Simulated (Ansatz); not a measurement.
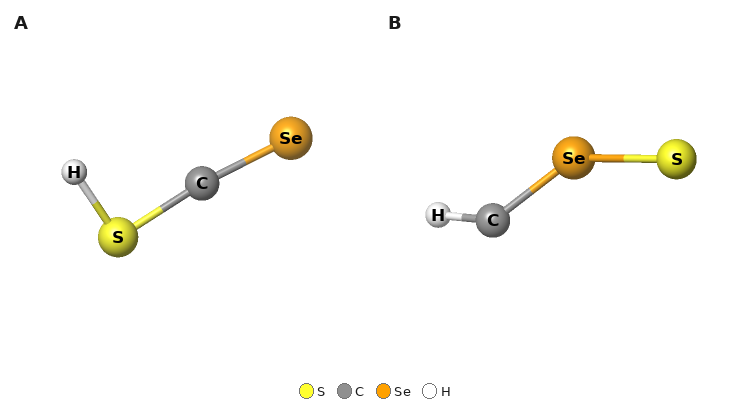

2 stationary structures of one formula. State: charge +1, singlet. Geometries: PBE-D4/def2-SVP. Electronic energies: PBE-D4/def2-SVP (Ansatz 0.2.0), without zero-point energy. No frequency run is at hand to confirm each as a minimum.

**Rank them by energy, lowest first.**

A is lowest; B lies 3.484 eV above it (Cs).
